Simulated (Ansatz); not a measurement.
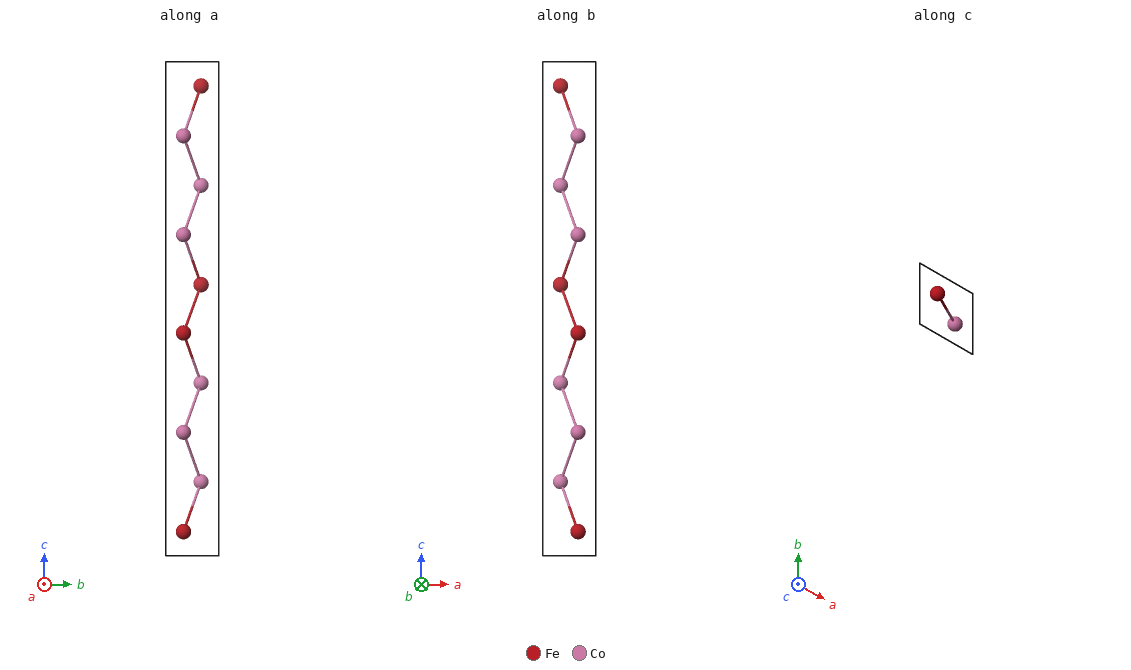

Ball-and-stick model, viewed along the a axis, along the b axis and along the c axis. The frame is the conventional unit cell; atoms at its boundary are shown with their periodic copies.

Lattice parameters: a = 2.4853 Å, b = 2.4853 Å, c = 20.1754 Å, α = 90.000°, β = 90.000°, γ = 120.000°.

Question: Reconstruct the structure as a CIF with its space group and independent sites, with free fractional coordinates to two decimals.

Answer:
```cif
data_structure
_symmetry_space_group_name_H-M 'P 63/m m c'
_symmetry_Int_Tables_number 194
_cell_length_a 2.4853
_cell_length_b 2.4853
_cell_length_c 20.1754
_cell_angle_alpha 90.000
_cell_angle_beta 90.000
_cell_angle_gamma 120.000
_cell_volume 107.92
loop_
_atom_site_label
_atom_site_type_symbol
_atom_site_symmetry_multiplicity
_atom_site_Wyckoff_symbol
_atom_site_fract_x
_atom_site_fract_y
_atom_site_fract_z
_atom_site_occupancy
Fe1 Fe 4 f 0.3333 0.6667 0.55 1
Co1 Co 4 f 0.3333 0.6667 0.15 1
Co2 Co 2 d 0.6667 0.3333 0.25 1
```

Starting structure: a structure type filled with these elements by a generator (whether the compound takes this form wasn't checked). Atoms and cell were optimised with DFT PBE, scalar-relativistic, plane waves, PAW (Ansatz 0.2.0).
